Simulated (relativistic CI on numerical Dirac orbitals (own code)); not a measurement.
```
atom Hf  Z=72  charge=6  electrons=66
nucleus A=180  rms_radius_fm=5.3470
hamiltonian dirac-coulomb  breit=on  qed=on  c_scale=1
orbitals kli  potential=per-configuration
slater_scale 1
correlation none
mixing off
configurations
  [Kr] 4d10 4f13 5s2 5p5
  [Xe] 4f12
  [Kr] 4d10 4f14 5s2 5p4
  [Xe] 4f11 5d
  [Kr] 4d10 4f13 5s 5p6
  [Kr] 4d10 4f13 5s2 5p4 5d
  [Kr] 4d10 4f12 5s2 5p5 5d
  [Kr] 4d10 4f14 5s2 5p3 5d
  [Xe] 4f11 6s
  [Kr] 4d10 4f13 5s2 5p4 5f
  [Kr] 4d10 4f12 5s2 5p5 6s
  [Kr] 4d10 4f13 5s 5p5 5d
  [Kr] 4d10 4f14 5s 5p5
  [Kr] 4d10 4f13 5s2 5p4 6s
  [Kr] 4d10 4f13 5s2 5p4 5g
  [Kr] 4d10 4f12 5s2 5p5 6p
  [Kr] 4d10 4f13 5s 5p5 5f
  [Kr] 4d10 4f13 5s2 5p4 6p
  [Kr] 4d10 4f12 5s2 5p5 5f
  [Kr] 4d10 4f14 5s2 5p3 6s
  [Kr] 4d10 4f14 5p6
  [Xe] 4f11 5g
  [Kr] 4d10 4f12 5s2 5p5 6d
  [Kr] 4d10 4f12 5s2 5p5 7s
  [Kr] 4d10 4f14 5s2 5p3 5g
  [Kr] 4d10 4f13 5s2 5p4 6d
  [Kr] 4d10 4f14 5s2 5p3 5f
  [Kr] 4d10 4f14 5s2 5p2 5d 5f
  [Kr] 4d10 4f14 5s2 5p2 5f2
  [Kr] 4d10 4f14 5s 5p4 5d
  [Kr] 4d10 4f14 5s 5p3 5d2
  [Kr] 4d10 4f14 5s 5p3 5d 5f
  [Kr] 4d10 4f12 5s 5p6 6s
  [Kr] 4d10 4f11 5s 5p6 5d 6s
  [Kr] 4d10 4f14 5s 5p4 6s
  [Kr] 4d10 4f14 5s 5p3 5d 6s
  [Kr] 4d10 4f14 5s 5p3 5f 6s
  [Kr] 4d10 4f14 5s2 5p3 6p
  [Kr] 4d10 4f14 5s2 5p2 5d 6p
  [Kr] 4d10 4f14 5s2 5p2 5f 6p
end
```

Command (the task file carries these settings):
```bash
python run_levels.py task.json out
```

Method of calculation: relativistic CI on Dirac orbitals, KLI exchange-only orbitals, Breit term, model QED, unscaled Slater integrals, no mixing between configurations (radial Dirac CI code).

The plot shows absorption lines from the lowest level (oscillator strengths f):

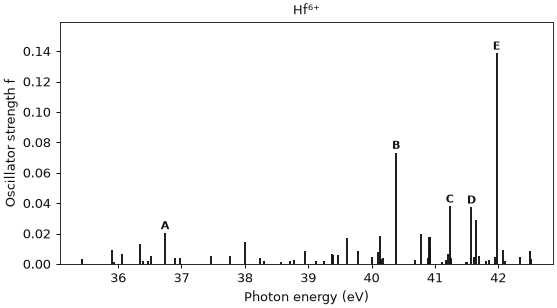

The lettered lines are A: 4f¹¹ 5s² 5p⁶ 5d J = 6 (odd, mixed, level 54) ← 4f¹² 5s² 5p⁶ ³H₆, 36.75 eV, f = 0.020; B: 4f¹¹ 5s² 5p⁶ 5d J = 6 (odd, mixed, level 227) ← 4f¹² 5s² 5p⁶ ³H₆, 40.39 eV, f = 0.073; C: 4f¹¹ 5s² 5p⁶ 5d J = 6 (odd, mixed, level 296) ← 4f¹² 5s² 5p⁶ ³H₆, 41.24 eV, f = 0.038; D: 4f¹¹ 5s² 5p⁶ 5d J = 5 (odd, mixed, level 325) ← 4f¹² 5s² 5p⁶ ³H₆, 41.58 eV, f = 0.037; E: 4f¹¹ 5s² 5p⁶ 5d ³I°₇ ← 4f¹² 5s² 5p⁶ ³H₆, 41.98 eV, f = 0.14. The strongest, E, lies in the extreme ultraviolet region.

Note: configurations can be misplaced by up to about 7 % of their energy; low levels that differ in the count of f electrons can be misplaced by several ten thousand cm⁻¹; only a limited list of configurations is included, so lower levels can be missing; only lines among the lowest 400 of 9780 levels are drawn, so those from 4f¹² 5s² 5p⁵ 5d are incomplete.
